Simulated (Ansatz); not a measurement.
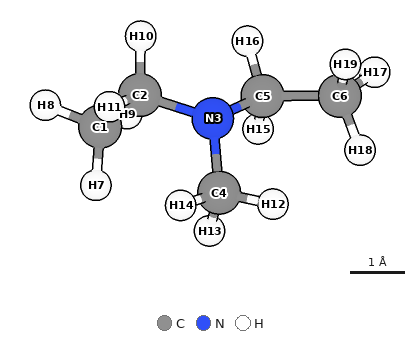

**Figure 1.** The input geometry of run 1 (ball-and-stick view, seen at a tilt; atoms are numbered from 1 in the order of the input). Bond lengths as drawn: C–C 1.53 to 1.54 Å, C–H 1.11 to 1.13 Å and C–N 1.45 to 1.46 Å.

# What a change does: geometry relaxation on C₅H₁₃N

System: C₅H₁₃N.
Method of run 1: RKS r2SCAN-D4/def2-TZVP (Ansatz 0.2.0).

Text and figures count atoms from 1; the logs count them from 0 in places.

### The input, run 1
```yaml
crystal:
  periodic: [false, false, false]
  atoms:
    - { symbol: C, position_ang: [-2.1694692, 0.55228745, -0.59335991] }
    - { symbol: C, position_ang: [-1.28202674, 0.36121212, 0.64992149] }
    - { symbol: "N", position_ang: [0.04338827, -0.21309449, 0.44132521] }
    - { symbol: C, position_ang: [0.02506995, -1.59519661, 0.0008025] }
    - { symbol: C, position_ang: [0.95421537, 0.63787896, -0.31488334] }
    - { symbol: C, position_ang: [2.42965364, 0.30034289, -0.09003997] }
    - { symbol: H, position_ang: [-2.37079595, -0.40944469, -1.10931181] }
    - { symbol: H, position_ang: [-3.1498473, 0.98668033, -0.30781861] }
    - { symbol: H, position_ang: [-1.70394844, 1.2388366, -1.33062033] }
    - { symbol: H, position_ang: [-1.14538873, 1.34434018, 1.15379328] }
    - { symbol: H, position_ang: [-1.81617098, -0.28531861, 1.38206661] }
    - { symbol: H, position_ang: [1.03051485, -2.05236123, 0.10550772] }
    - { symbol: H, position_ang: [-0.29155954, -1.73871781, -1.06839116] }
    - { symbol: H, position_ang: [-0.66932957, -2.18229481, 0.63724985] }
    - { symbol: H, position_ang: [0.74052111, 0.62099253, -1.41987831] }
    - { symbol: H, position_ang: [0.77344184, 1.68511475, 0.01224778] }
    - { symbol: H, position_ang: [3.08025366, 1.04935641, -0.58589547] }
    - { symbol: H, position_ang: [2.70172249, -0.69228676, -0.50366382] }
    - { symbol: H, position_ang: [2.66134527, 0.29342281, 0.99475828] }
basis:
  gaussian: { orbitals: def2-TZVP }
hamiltonian:
  xc: r2scan
  dispersion: d4
relax:
  f_tol: 0.004
  max_steps: 150
```

Command:
```bash
ansatz run input.yaml --threads 4 --pin off --max-ram 10240MiB --backend cpu --events-out ev --progress --plain --runs-dir out
```

Hardware: 4 threads of Intel Xeon @ 2.90GHz (Ice Lake), 64 GiB of memory available, shared host.

### Output, shortened to warnings, some set-up lines, iterations and results (run 1)
```
[...]
mean field evaluation 1: about -6867.2149 eV, gradient 8.6e1 eV
mean field evaluation 2: about -6843.8187 eV, gradient 1.3e2 eV
mean field evaluation 4: about -6884.9967 eV, gradient 9.4e0 eV
mean field evaluation 8: about -6885.1777 eV, gradient 2.9e-1 eV
mean field evaluation 16: about -6885.1132 eV, gradient 1.1e-2 eV
[... 6 lines ...]
relax step   6: F+E_penalty+E_count = -6885.29340751 eV  Δ(F+E_penalty+E_count) = -7.119e-5 eV  max|allowed force component| = 8.219e-3 eV/Å  Δτ_max = 0.0081 Å  (32 SCF …
relax step   7: F+E_penalty+E_count = -6885.29343234 eV  Δ(F+E_penalty+E_count) = -2.483e-5 eV  max|allowed force component| = 2.322e-3 eV/Å  Δτ_max = 0.0053 Å  (33 SCF …
mean field evaluation 64: about -6885.2444 eV, gradient 8.0e-1 eV
relax step   8: F+E_penalty+E_count = -6885.29344115 eV  Δ(F+E_penalty+E_count) = -8.811e-6 eV  max|allowed force component| = 1.666e-3 eV/Å  Δτ_max = 0.0070 Å  (33 SCF …
mean field evaluation 96: about -6885.1874 eV, gradient 1.2e-4 eV
mean field -6885.18735852 eV, -253.0259684782 hartree, gradient 2.2e-5 eV, S^2 0.000000; 1 other end points of the search recorded, 0 dependent functions left out
the calculation of the forces begins
reference -6885.18737272 eV, -253.0259689998 hartree; 25, 25 occupied and 239, 239 virtual orbitals, 1627 factors
Total energy: -6885.29345534 eV, -253.0298674643 hartree
Atom 0 at    -2.124784     0.530731    -0.607552 Å, force    -0.000661    -0.000088    -0.000446 eV/Å
Atom 1 at    -1.284242     0.361093     0.661128 Å, force     0.001666     0.000736     0.000324 eV/Å
Atom 2 at     0.052083    -0.203837     0.497097 Å, force    -0.000516    -0.000122    -0.000667 eV/Å
Atom 3 at     0.026932    -1.572806     0.016908 Å, force    -0.000059     0.000016     0.000247 eV/Å
Atom 4 at     0.936086     0.649031    -0.285967 Å, force    -0.000347     0.000550     0.000697 eV/Å
Atom 5 at     2.404140     0.286746    -0.119303 Å, force     0.001269    -0.000112    -0.000055 eV/Å
Atom 6 at    -2.299259    -0.424579    -1.108224 Å, force    -0.000002     0.000142     0.000092 eV/Å
Atom 7 at    -3.100328     0.953472    -0.354217 Å, force     0.000193    -0.000215     0.000001 eV/Å
Atom 8 at    -1.647402     1.205835    -1.321622 Å, force    -0.000054    -0.000226     0.000118 eV/Å
Atom 9 at    -1.166611     1.335044     1.149169 Å, force     0.000178    -0.000579    -0.000208 eV/Å
Atom 10 at    -1.822546    -0.280646     1.367542 Å, force    -0.000857     0.000270     0.000168 eV/Å
Atom 11 at     1.007230    -2.035368     0.144762 Å, force    -0.000398     0.000149    -0.000117 eV/Å
Atom 12 at    -0.250651    -1.664046    -1.049421 Å, force     0.000046    -0.000391     0.000237 eV/Å
Atom 13 at    -0.690624    -2.149557     0.605282 Å, force     0.000409    -0.000041    -0.000278 eV/Å
Atom 14 at     0.680244     0.631852    -1.363356 Å, force     0.000288     0.000056     0.000361 eV/Å
Atom 15 at     0.779496     1.677368     0.057615 Å, force    -0.000124    -0.000422    -0.000246 eV/Å
Atom 16 at     3.032655     1.028126    -0.618239 Å, force    -0.000249    -0.000147     0.000407 eV/Å
Atom 17 at     2.638318    -0.685558    -0.557502 Å, force    -0.000501     0.000582     0.000183 eV/Å
Atom 18 at     2.670853     0.258849     0.939712 Å, force    -0.000281    -0.000158    -0.000820 eV/Å
Dipole moment:    -0.062460     0.019769    -0.095066 e Å
```

Run 2 used a changed input.

### The two runs side by side

| quantity | run 1 | run 2 |
| --- | --- | --- |
| outcome | converged | converged |
| total energy (hartree) | −253.029867 | −253.221881 |
| largest force (eV/Å) | 0.002 | 0.002 |
| basis functions | 264 | 264 |
| wall time (shared host) | 40 s | 33 s |

What was changed in the input?

The change (lines with − go, lines with + come):
```diff
-  xc: r2scan
+  xc: { name: B3LYP }
```

The total energies belong to different methods, so their difference says nothing on which is more stable or more accurate. The functional changes from r2SCAN to B3LYP.

### Output, shortened to warnings, some set-up lines, iterations and results (run 2)
```
[...]
mean field evaluation 1: about -6873.5874 eV, gradient 8.3e1 eV
mean field evaluation 2: about -6855.5721 eV, gradient 1.2e2 eV
mean field evaluation 4: about -6889.7546 eV, gradient 8.2e0 eV
mean field evaluation 8: about -6889.8784 eV, gradient 1.1e-1 eV
mean field evaluation 16: about -6889.8373 eV, gradient 6.6e-4 eV
relax step   1: F+E_penalty+E_count = -6890.44108001 eV  Δ(F+E_penalty+E_count) = +0.000e0 eV  max|allowed force component| = 5.826e-1 eV/Å  Δτ_max = 0.0000 Å  (30 SCF iters, …
relax step   2: F+E_penalty+E_count = -6890.51054573 eV  Δ(F+E_penalty+E_count) = -6.947e-2 eV  max|allowed force component| = 2.454e-1 eV/Å  Δτ_max = 0.0305 Å  (31 SCF …
mean field evaluation 32: about -6889.9094 eV, gradient 9.4e-3 eV
relax step   3: F+E_penalty+E_count = -6890.51784275 eV  Δ(F+E_penalty+E_count) = -7.297e-3 eV  max|allowed force component| = 4.864e-2 eV/Å  Δτ_max = 0.0132 Å  (31 SCF …
relax step   4: F+E_penalty+E_count = -6890.51800749 eV  Δ(F+E_penalty+E_count) = -1.647e-4 eV  max|allowed force component| = 2.875e-2 eV/Å  Δτ_max = 0.0047 Å  (31 SCF …
relax step   5: F+E_penalty+E_count = -6890.51806855 eV  Δ(F+E_penalty+E_count) = -6.106e-5 eV  max|allowed force component| = 9.276e-3 eV/Å  Δτ_max = 0.0092 Å  (31 SCF …
relax step   6: F+E_penalty+E_count = -6890.51808253 eV  Δ(F+E_penalty+E_count) = -1.398e-5 eV  max|allowed force component| = 1.684e-3 eV/Å  Δτ_max = 0.0025 Å  (32 SCF …
mean field evaluation 64: about -6856.7649 eV, gradient 1.2e2 eV
mean field -6889.90941220 eV, -253.1995007500 hartree, gradient 1.6e-5 eV, S^2 0.000000; 1 other end points of the search recorded, 0 dependent functions left out
the calculation of the forces begins
reference -6889.90974610 eV, -253.1995130205 hartree; 25, 25 occupied and 239, 239 virtual orbitals, 1627 factors
Total energy: -6890.51841642 eV, -253.2218812425 hartree
Atom 0 at    -2.145064     0.543528    -0.597909 Å, force     0.000141     0.000064    -0.000200 eV/Å
Atom 1 at    -1.280607     0.358557     0.655602 Å, force     0.000506    -0.000121     0.000489 eV/Å
Atom 2 at     0.048324    -0.212822     0.462574 Å, force    -0.001684    -0.001503     0.000254 eV/Å
Atom 3 at     0.021912    -1.588293     0.000996 Å, force     0.000326     0.000688     0.000504 eV/Å
Atom 4 at     0.945431     0.640445    -0.305167 Å, force     0.000492     0.000547    -0.000544 eV/Å
Atom 5 at     2.416227     0.298981    -0.097542 Å, force    -0.000446     0.000221    -0.000149 eV/Å
Atom 6 at    -2.337806    -0.405913    -1.100548 Å, force    -0.000003     0.000087     0.000055 eV/Å
Atom 7 at    -3.110690     0.974367    -0.324543 Å, force     0.000084    -0.000276     0.000067 eV/Å
Atom 8 at    -1.674428     1.216239    -1.317123 Å, force    -0.000058    -0.000048     0.000128 eV/Å
Atom 9 at    -1.151526     1.326658     1.147825 Å, force    -0.000121     0.000429     0.000141 eV/Å
Atom 10 at    -1.811605    -0.282155     1.365591 Å, force    -0.000294     0.000148    -0.000213 eV/Å
Atom 11 at     1.006964    -2.042752     0.106920 Å, force     0.000193    -0.000063    -0.000563 eV/Å
Atom 12 at    -0.283422    -1.697558    -1.053701 Å, force    -0.000097    -0.000318    -0.000064 eV/Å
Atom 13 at    -0.673024    -2.164227     0.614398 Å, force    -0.000141    -0.000070    -0.000124 eV/Å
Atom 14 at     0.718755     0.613076    -1.385957 Å, force     0.000187    -0.000069     0.000122 eV/Å
Atom 15 at     0.773013     1.669141     0.021830 Å, force     0.000339     0.000386    -0.000185 eV/Å
Atom 16 at     3.046833     1.030649    -0.606584 Å, force     0.000118     0.000190    -0.000028 eV/Å
Atom 17 at     2.669923    -0.683329    -0.498410 Å, force     0.000128    -0.000334     0.000391 eV/Å
Atom 18 at     2.662381     0.307159     0.965559 Å, force     0.000330     0.000044    -0.000081 eV/Å
Dipole moment:    -0.063234     0.019711    -0.092202 e Å
```
